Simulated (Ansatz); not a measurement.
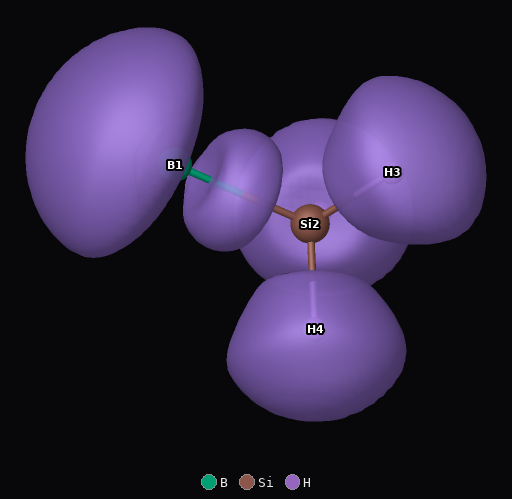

The picture shows: BH$_{3}$Si. Isosurface of the electron localisation function at 0.75 (purple), seen at an oblique angle. Core shells and regions of very low density are left out.

Geometry: PBE0-D4/def2-TZVP.

Computed with Ansatz, RKS PBE0-D4/def2-TZVPP.

Input file:

```
crystal:
  periodic: [false, false, false]
  atoms:
    - {symbol: B, position_ang: [0.316559, -0.909483, 1.045108]}
    - {symbol: Si, position_ang: [-0.157643, 0.352054, -0.601728]}
    - {symbol: H, position_ang: [0.462886, -0.183691, -1.847604]}
    - {symbol: H, position_ang: [-1.636221, 0.416275, -0.785713]}
    - {symbol: H, position_ang: [0.360443, 1.728698, -0.355578]}
basis:
  gaussian: {orbitals: def2-TZVPP}
hamiltonian: {xc: pbe0, dispersion: d4}
output: {orbitals: {seedname: orbitals}}
```

Launched as:

```sh
ansatz run in.yaml --threads 2 --pin off --events-out ev --progress --plain --max-ram 4352MiB
```

> What do the ELF domains correspond to?

At this value the surface marks out one region between bonded B–Si atoms (shared pairs), three regions around hydrogen nuclei and one lobe on B, pointing away from the bonds (lone pairs). Along the contacts the grid gives the following. Si–B (2.13 Å): the ELF peaks at about 1 between the atoms: localised, covalent bonding. Si–H (1.49 Å): the ELF climbs to about 1 towards the hydrogen, as it does in any bond to H.
